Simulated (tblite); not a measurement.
**Geometry relaxation, with input and output: C₅H₆BF₃O (charge +1) (part 2 of 2)**

Continued. System: C₅H₆BF₃O, charge +1, multiplicity 2. Method: GFN2-xTB geometry optimisation, gas phase (tblite 0.8.0). It belongs to a series of runs on one base structure; here: electron removed.

Geometry of the input (Å):
```
F  2.5697  -1.3773  0.8571
B  2.1471  -0.2875  -0.0189
F  3.1470  0.6535  -0.4692
C  0.6250  -0.1372  -0.4856
C  -0.2537  -1.3014  0.0724
O  -1.5890  -1.1689  -0.3955
C  -2.0864  0.0128  0.1213
C  -1.4530  1.3048  -0.2960
F  -1.6849  1.4990  -1.6485
C  0.0430  1.2144  -0.0220
H  0.6104  -0.1889  -1.5899
H  -0.2235  -1.3467  1.1818
H  0.1400  -2.2652  -0.3022
H  -2.7626  -0.0112  0.9677
H  0.2018  1.3598  1.0690
H  0.5616  2.0490  -0.5397
```

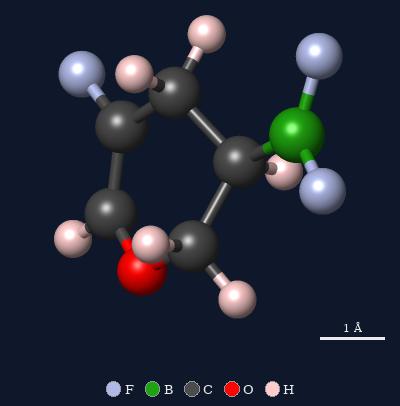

**Figure 1.** The geometry at step 105 of the log (ball-and-stick view, seen at a tilt).

### Trajectory as extended XYZ, continued
```
16
Properties=species:S:1:pos:R:3:forces:R:3 step=73 energy=-893.83056
F     2.7268   -1.3162    0.6678   -0.0030  -0.0080  -0.0170
B     2.2431   -0.3404   -0.0424   -0.0140  -0.0140  -0.0290
F     3.0537    0.6026   -0.4209    0.0020  -0.0050   0.0170
C     0.6763   -0.2633   -0.4301   -0.0070   0.0190  -0.0050
C    -0.1709   -1.3004    0.3124    0.0170  -0.0130   0.0340
O    -1.5584   -1.2081    0.0228    0.0100   0.0060  -0.0330
C    -2.0940   -0.0617   -0.2056   -0.0170  -0.0020   0.0010
C    -1.3652    1.1254   -0.2484    0.0020   0.0100  -0.0140
F    -2.0164    2.2570   -0.3324    0.0120   0.0040  -0.0140
C     0.1009    1.1511   -0.2098   -0.0120   0.0200   0.0190
H     0.6001   -0.4812   -1.5036   -0.0020   0.0000  -0.0050
H    -0.0637   -1.1964    1.4003    0.0310  -0.0240   0.0430
H     0.1180   -2.3225    0.0488    0.0180   0.0020   0.0190
H    -3.1714   -0.0744   -0.3524   -0.0120   0.0140  -0.0090
H     0.4223    1.5840    0.7539   -0.0180  -0.0170  -0.0340
H     0.4912    1.8535   -0.9585   -0.0060   0.0060   0.0280
16
Properties=species:S:1:pos:R:3:forces:R:3 step=84 energy=-893.83555
F     2.7175   -1.3958    0.5535    0.0400   0.0160  -0.0070
B     2.2475   -0.3539   -0.0684   -0.0130  -0.0140  -0.0260
F     3.0761    0.5883   -0.4058   -0.0120  -0.0040   0.0270
C     0.6756   -0.2413   -0.4149   -0.0350  -0.0160   0.0060
C    -0.1573   -1.2817    0.3410   -0.0030  -0.0340   0.0020
O    -1.5460   -1.2035    0.0551   -0.0310   0.0170  -0.0170
C    -2.0905   -0.0693   -0.2120    0.0230   0.0260  -0.0470
C    -1.3721    1.1250   -0.2729    0.0000   0.0060  -0.0250
F    -2.0276    2.2468   -0.4236   -0.0160  -0.0160   0.0060
C     0.0919    1.1667   -0.1853   -0.0170   0.0230   0.0360
H     0.5749   -0.4596   -1.4872    0.0070  -0.0100   0.0020
H    -0.0503   -1.1837    1.4310    0.0460   0.0200  -0.0050
H     0.1432   -2.3021    0.0796   -0.0060   0.0140   0.0130
H    -3.1640   -0.0952   -0.3855    0.0000  -0.0010   0.0260
H     0.3796    1.5730    0.7986   -0.0010   0.0000   0.0050
H     0.4940    1.8952   -0.9014    0.0180  -0.0260   0.0050
16
Properties=species:S:1:pos:R:3:forces:R:3 step=94 energy=-893.83816
F     2.7286   -1.4248    0.4914    0.0050   0.0180  -0.0130
B     2.2475   -0.3589   -0.0803   -0.0010   0.0010  -0.0200
F     3.0728    0.5974   -0.3829   -0.0040   0.0190   0.0130
C     0.6722   -0.2361   -0.4092   -0.0200  -0.0120   0.0040
C    -0.1524   -1.2775    0.3500   -0.0310  -0.0190   0.0050
O    -1.5470   -1.1919    0.0940   -0.0010   0.0040   0.0050
C    -2.0893   -0.0679   -0.2174    0.0330   0.0160   0.0040
C    -1.3726    1.1259   -0.3084    0.0090  -0.0070   0.0150
F    -2.0349    2.2364   -0.5019    0.0150   0.0120  -0.0140
C     0.0881    1.1720   -0.1681   -0.0030   0.0000  -0.0090
H     0.5596   -0.4487   -1.4814    0.0110  -0.0130  -0.0040
H    -0.0144   -1.1882    1.4383   -0.0230  -0.0050  -0.0130
H     0.1357   -2.2988    0.0767    0.0030   0.0140   0.0120
H    -3.1657   -0.0952   -0.3739    0.0170  -0.0100   0.0040
H     0.3430    1.5574    0.8322    0.0040  -0.0110   0.0150
H     0.5211    1.9078   -0.8571   -0.0140  -0.0050  -0.0020
16
Properties=species:S:1:pos:R:3:forces:R:3 step=105 energy=-893.84137
F     2.7723   -1.4486    0.3516    0.0210  -0.0310   0.0050
B     2.2468   -0.3527   -0.1098   -0.0040   0.0100  -0.0030
F     3.0341    0.6563   -0.3348    0.0030   0.0110   0.0060
C     0.6642   -0.2453   -0.4002    0.0040   0.0090  -0.0010
C    -0.1579   -1.2752    0.3750   -0.0130   0.0050  -0.0030
O    -1.5531   -1.1807    0.1257    0.0070  -0.0060  -0.0040
C    -2.0843   -0.0627   -0.2252    0.0040  -0.0010   0.0030
C    -1.3632    1.1263   -0.3335    0.0030   0.0050   0.0020
F    -2.0116    2.2321   -0.5884   -0.0040   0.0000  -0.0050
C     0.0915    1.1650   -0.1454    0.0060  -0.0010  -0.0040
H     0.5335   -0.4652   -1.4694    0.0000   0.0120  -0.0010
H    -0.0174   -1.1737    1.4613   -0.0060  -0.0100   0.0110
H     0.1233   -2.3009    0.1133    0.0000  -0.0070  -0.0010
H    -3.1581   -0.0929   -0.3935   -0.0120   0.0050   0.0060
H     0.3218    1.5114    0.8747    0.0010   0.0070   0.0020
H     0.5506    1.9156   -0.7994   -0.0110  -0.0090  -0.0130
16
Properties=species:S:1:pos:R:3:forces:R:3 step=115 energy=-893.84188
F     2.7860   -1.4515    0.3331   -0.0080  -0.0110  -0.0060
B     2.2491   -0.3522   -0.1074   -0.0080   0.0110   0.0110
F     3.0280    0.6672   -0.3165    0.0020   0.0050   0.0050
C     0.6649   -0.2465   -0.3954   -0.0040   0.0030  -0.0100
C    -0.1602   -1.2784    0.3750   -0.0060   0.0080   0.0020
O    -1.5565   -1.1793    0.1307    0.0160  -0.0030  -0.0040
C    -2.0863   -0.0606   -0.2202    0.0070  -0.0030  -0.0050
C    -1.3627    1.1262   -0.3350    0.0040   0.0060  -0.0060
F    -2.0091    2.2302   -0.6034    0.0010  -0.0020   0.0070
C     0.0919    1.1650   -0.1452    0.0060  -0.0050  -0.0010
H     0.5366   -0.4628   -1.4655    0.0000  -0.0100  -0.0060
H    -0.0196   -1.1858    1.4622    0.0020  -0.0020   0.0080
H     0.1186   -2.3035    0.1069   -0.0070   0.0050  -0.0030
H    -3.1611   -0.0868   -0.3851   -0.0010  -0.0040   0.0080
H     0.3233    1.5162    0.8728   -0.0020   0.0090   0.0000
H     0.5494    1.9116   -0.8051   -0.0040  -0.0070   0.0000
16
Properties=species:S:1:pos:R:3:forces:R:3 step=126 energy=-893.84254
F     2.7877   -1.4678    0.2923    0.0130   0.0040  -0.0050
B     2.2487   -0.3522   -0.1024   -0.0080   0.0020   0.0180
F     3.0213    0.6800   -0.2690    0.0100  -0.0120   0.0110
C     0.6659   -0.2461   -0.3902   -0.0090  -0.0150  -0.0100
C    -0.1610   -1.2773    0.3800    0.0090  -0.0090   0.0020
O    -1.5547   -1.1809    0.1261   -0.0050   0.0010   0.0060
C    -2.0849   -0.0617   -0.2216   -0.0030   0.0090   0.0000
C    -1.3624    1.1265   -0.3336   -0.0060  -0.0080   0.0160
F    -2.0118    2.2323   -0.5866   -0.0050   0.0050  -0.0030
C     0.0930    1.1665   -0.1542   -0.0070  -0.0040  -0.0030
H     0.5398   -0.4722   -1.4583    0.0010   0.0000  -0.0250
H    -0.0270   -1.1867    1.4684    0.0040   0.0120  -0.0060
H     0.1196   -2.3020    0.1118    0.0060   0.0050   0.0040
H    -3.1600   -0.0899   -0.3849    0.0020   0.0060   0.0000
H     0.3332    1.5390    0.8545   -0.0050  -0.0060  -0.0010
H     0.5451    1.9015   -0.8304    0.0030   0.0090  -0.0040
16
Properties=species:S:1:pos:R:3:forces:R:3 step=136 energy=-893.84378
F     2.7988   -1.4962    0.2048   -0.0020   0.0050  -0.0020
B     2.2468   -0.3568   -0.0914   -0.0020  -0.0030   0.0020
F     3.0052    0.6985   -0.1331    0.0040   0.0010   0.0000
C     0.6673   -0.2508   -0.4021    0.0000   0.0010   0.0020
C    -0.1601   -1.2724    0.3821    0.0010  -0.0010   0.0000
O    -1.5541   -1.1831    0.1228    0.0000   0.0010   0.0010
C    -2.0876   -0.0619   -0.2131    0.0000   0.0010  -0.0030
C    -1.3649    1.1258   -0.3278   -0.0020  -0.0020   0.0000
F    -2.0182    2.2340   -0.5611    0.0070   0.0010   0.0000
C     0.0937    1.1639   -0.1813   -0.0020   0.0000   0.0000
H     0.5475   -0.4919   -1.4679   -0.0030   0.0050   0.0010
H    -0.0292   -1.1573    1.4683    0.0010   0.0010  -0.0010
H     0.1251   -2.3000    0.1326   -0.0010   0.0000   0.0010
H    -3.1634   -0.0878   -0.3712   -0.0010  -0.0030   0.0010
H     0.3532    1.5544    0.8162    0.0010  -0.0020  -0.0010
H     0.5324    1.8905   -0.8759   -0.0010  -0.0030  -0.0010
```

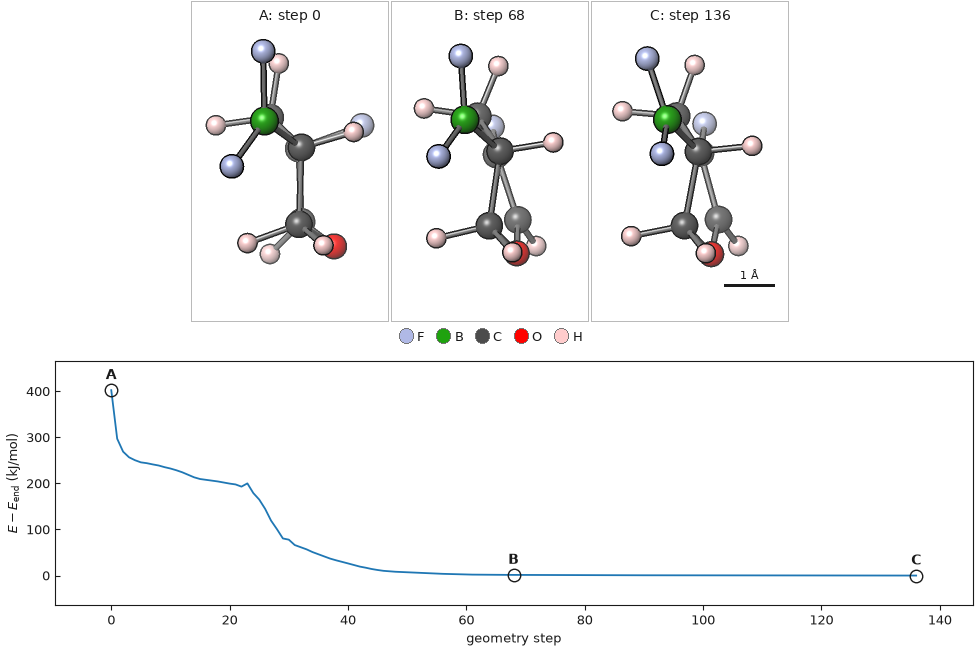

**Figure 2.** Frames of the relaxation (ball-and-stick view, seen at an oblique angle) above the curves, on which the letters mark them (steps are counted from 0).

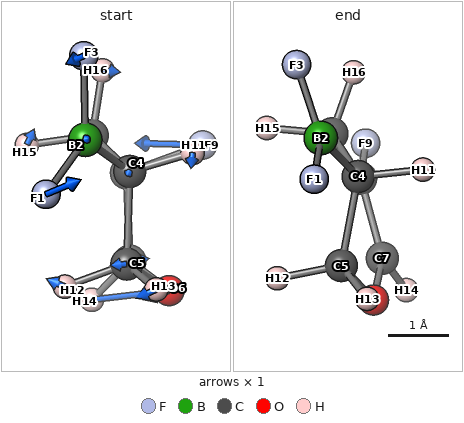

**Figure 3.** Before (left) and after (right) the relaxation, at one scale (ball-and-stick view, seen at an oblique angle). The blue arrows give the displacements, at true length. After 136 geometry steps the energy has fallen by 402.4 kJ/mol. Largest force component: 4 eV/Å at the start, 0.007 eV/Å at the end. The largest move after the best rigid fit is that of H14, 1.41 Å. By element the largest moves are H 1.41 Å, F 1.39 Å, O 0.49 Å, C 0.35 Å, B 0.14 Å. Among the contacts that change: F1–B2 1.461 → 1.300 Å, B2–F3 1.445 → 1.300 Å, C7–C8 1.498 → 1.395 Å, O6–C7 1.382 → 1.286 Å. Among the angles that change: C7–C8–C10 108.3° → 122.0°, C5–O6–C7 107.1° → 120.6°, C7–C8–F9 108.8° → 118.5°. (Atoms are counted from 1 in the order of the input.)
